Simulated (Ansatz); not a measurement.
Breaking a bond: Li2, singlet.

RKS-B3LYP = restricted B3LYP/cc-pVTZ run with Ansatz (an electronic-structure program); RMP2 = MP2 on RHF/cc-pVTZ, frozen core run with Ansatz; UCCSD(T) = CCSD(T) on UHF/cc-pVTZ, frozen core (Ansatz).

Energies are in kcal/mol, each relative to the lowest point of its own curve near equilibrium.

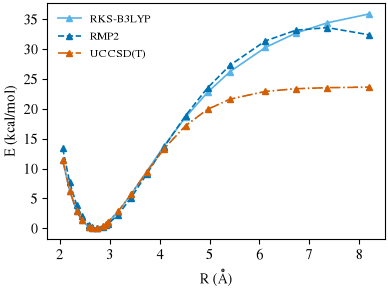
Energy against bond length for each method.

```csv
R / Å,RKS-B3LYP,RMP2,UCCSD(T)
2.06,11.4,13.4,11.4
2.20,6.3,7.7,6.3
2.34,2.9,3.9,3.0
2.44,1.4,2.1,1.4
2.58,0.2,0.6,0.3
2.64,0.0,0.2,0.0
2.74,0.0,0.0,0.0
2.87,0.4,0.2,0.4
2.93,0.8,0.5,0.8
2.96,1.0,0.6,1.0
3.17,2.8,2.3,2.8
3.43,5.7,5.1,5.7
3.74,9.5,9.0,9.4
4.09,13.8,13.6,13.3
4.52,18.6,18.9,17.2
4.96,22.8,23.5,19.9
5.41,26.2,27.3,21.6
6.12,30.3,31.4,22.9
6.73,32.7,33.2,23.4
7.36,34.4,33.6,23.5
8.20,35.9,32.4,23.6
```

At the longest distance, 8.20 Å, RKS-B3LYP lies highest above its minimum (35.9 kcal/mol) and UCCSD(T) lowest (23.6 kcal/mol).

The restricted form behind RKS-B3LYP, RMP2 keeps the bonding electrons paired and can't separate into open-shell fragments. The T1 diagnostic of CCSD on the restricted reference of RMP2 exceeds 0.045 at 4.52 to 8.20 Å. The unrestricted determinant behind UCCSD(T) is spin-contaminated at 2.06 to 8.20 Å (<S²> up to 1.0, against 0.00 for a pure singlet). With two correlated electrons CCSD is exact in the basis where it finds the lowest root (UCCSD(T)).
